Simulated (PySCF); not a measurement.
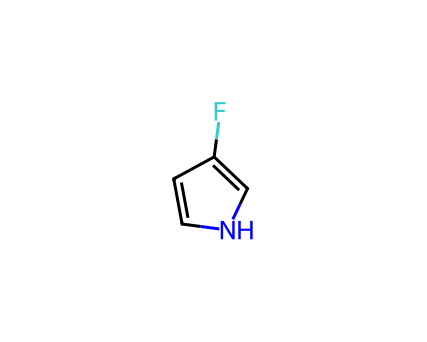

Skeletal drawing of a molecule.

Give its SMILES.

Answer. Fc1cc[nH]c1

What is the molecular formula?

Answer. C4H4FN.

An optimisation with PBE0-D3(BJ)/def2-SVP gave a structure of which point group?

Answer. Cs.

More results for the same structure follow; atom numbers are the same in all pictures, views and colours differ. Computed geometry: PBE0-D3(BJ)/def2-SVP optimisation. No frequency run is at hand to confirm it as a minimum.

## Geometry

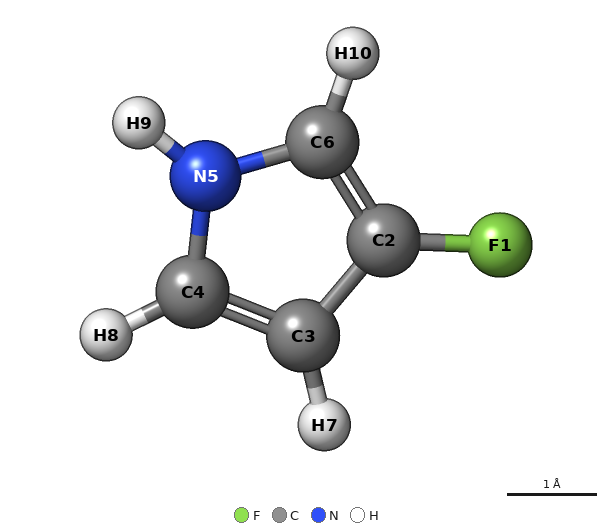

Numbered structure. No frequency run is at hand to confirm it as a minimum.

Which atoms are bonded, and how long are the bonds?

```json
{"bond": "F1–C2", "length (Å)": "1.327", "order": "single"}
{"bond": "C2–C3", "length (Å)": "1.415", "order": "aromatic"}
{"bond": "C2–C6", "length (Å)": "1.377", "order": "aromatic"}
{"bond": "C3–C4", "length (Å)": "1.381", "order": "aromatic"}
{"bond": "C3–H7", "length (Å)": "1.087", "order": "single"}
{"bond": "C4–N5", "length (Å)": "1.362", "order": "aromatic"}
{"bond": "C4–H8", "length (Å)": "1.087", "order": "single"}
{"bond": "N5–C6", "length (Å)": "1.371", "order": "aromatic"}
{"bond": "N5–H9", "length (Å)": "1.009", "order": "single"}
{"bond": "C6–H10", "length (Å)": "1.086", "order": "single"}
```

## Ring current

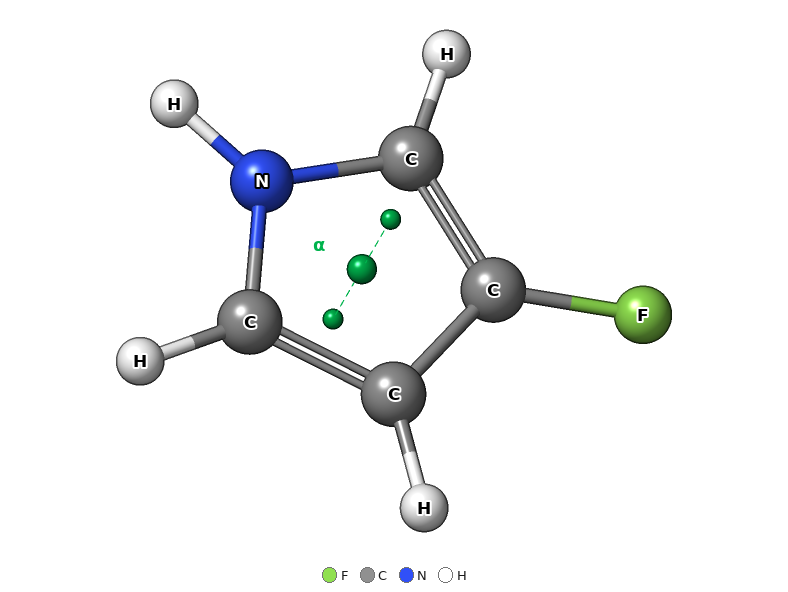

The small points mark where nucleus-independent chemical shifts (NICS) were computed: at the centre of each lettered ring and 1 Å above and below it. No frequency run is at hand to confirm it as a minimum. Properties computed with GIAO PBE0/pcSseg-1 NMR shielding, non-relativistic, IEF-PCM cyclohexane (PySCF 2.14.0).

Give NICS(0), NICS(1) and the out-of-plane component NICS(1)zz for each ring (means of the two sides).

```json
{"ring": "α", "members": "C4N", "NICS(0)": "−16.2", "NICS(1)": "−10.9", "NICS(1)zz": "−28.8"}
```

Values in ppm.

What do the values say about the ring currents?

Answer. Ring α: diatropic, as in an aromatic ring. NICS is one index among several.

## NMR shielding

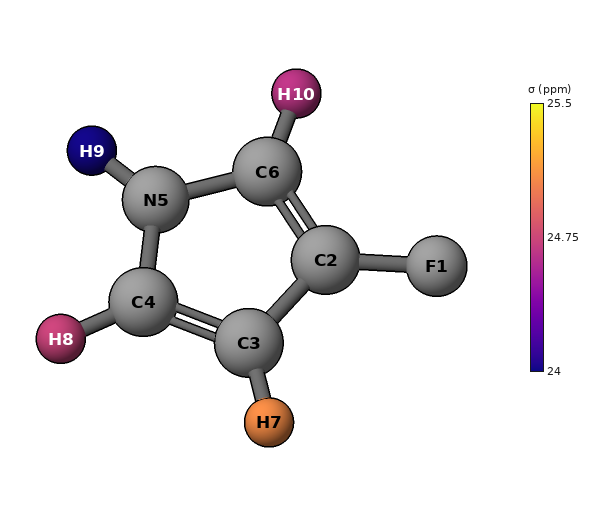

Atoms are coloured by their isotropic NMR shieldings (H only, the others grey). No frequency run is at hand to confirm it as a minimum. Method: GIAO PBE0/pcSseg-1 NMR shielding, non-relativistic, IEF-PCM cyclohexane (PySCF 2.14.0).

Give the isotropic NMR shieldings of the H atoms atom by atom.

```csv
atom,σ (ppm)
H7,25.09
H8,24.73
H9,24.01
H10,24.66
```

## Polarisability

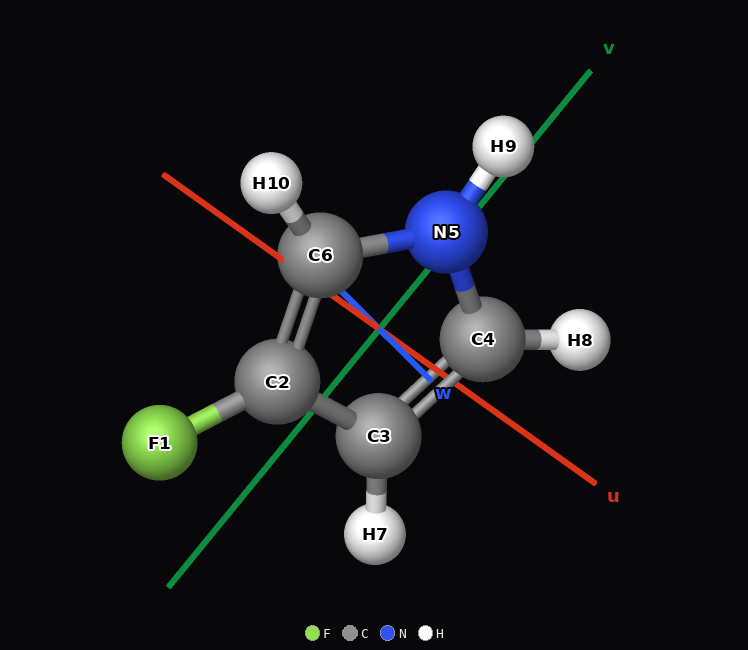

The lines u, v and w are the principal axes of the static dipole polarisability. No frequency run is at hand to confirm it as a minimum. Level of theory: PBE0/def2-SVPD in cyclohexane (IEF-PCM) (PySCF 2.14.0).

Along which axis is the molecule most polarisable, and along which least?

Answer. Most along u (in the molecular plane, nearly parallel to the C2–C3 bond), least along w (normal to the molecular plane).

Give the three principal values.

Answer. u 69.7, v 67.0, w 39.1 bohr³; mean 58.6, anisotropy 29.3 bohr³.
